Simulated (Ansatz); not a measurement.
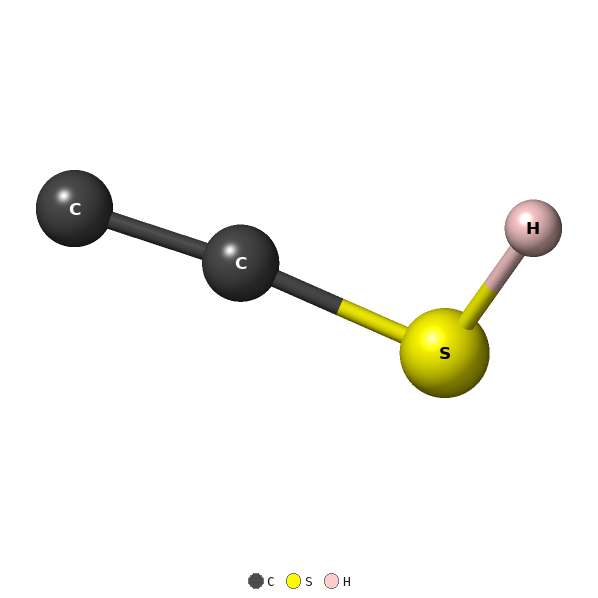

The picture shows a molecular structure as a ball-and-stick model.

Charge 0, doublet.

What does the picture show?

The molecule is C₂HS. It is an open-shell species. All atoms lie on one plane. Coordination: 1 C linear; 1 S bent.

More results for the same structure follow; atom numbers are the same in all pictures, views and colours differ. The computed structure is the end point of a PBE0-D4/def2-TZVP optimisation. No frequency run is at hand to confirm it as a minimum.

**Electronic properties**

No frequency run is at hand to confirm it as a minimum. Method: UKS PBE0-D4/def2-TZVPP (Ansatz 0.2.0).

Question: Give the HOMO energy (Kohn–Sham orbital) at this level.

Answer: −7.97 eV.

Question: Give the ⟨S²⟩ of the determinant at this level.

Answer: 0.756.

**Dipole moment**

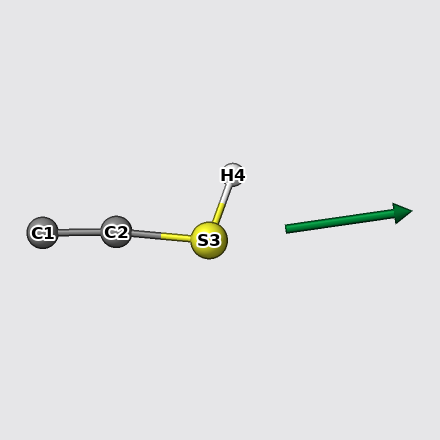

The arrow beside the molecule shows the direction of the dipole moment, from the negative to the positive end (its length means nothing). No frequency run is at hand to confirm it as a minimum. Method: UKS PBE0-D4/def2-TZVP (Ansatz 0.2.0).

Question: How large is the dipole moment?

Answer: 4.58 D; it points from the side of C1 to the side of H4 (the outermost atoms at the two ends).

**Charges**

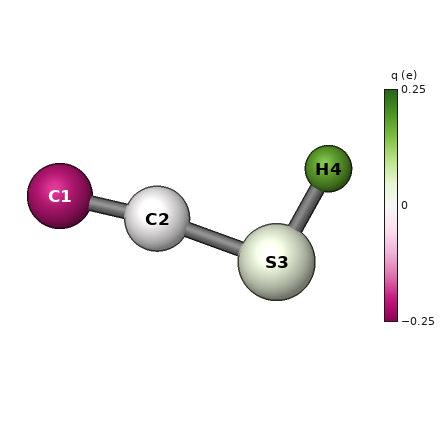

Atoms are coloured by their Mulliken charges. No frequency run is at hand to confirm it as a minimum. Method: UKS PBE0-D4/def2-TZVP (Ansatz 0.2.0).

Question: Which atom carries the highest charge (most positive or least negative)?

Answer: H4 (0.18 e).

Question: And the lowest?

Answer: C1 (−0.21 e).

Give the Mulliken charges atom by atom.

```json
{"atom": "C1", "value (e)": "−0.21"}
{"atom": "C2", "value (e)": "0.00"}
{"atom": "S3", "value (e)": "0.03"}
{"atom": "H4", "value (e)": "0.18"}
```

Mulliken values depend strongly on the basis set and can even reverse the polarity of a bond.
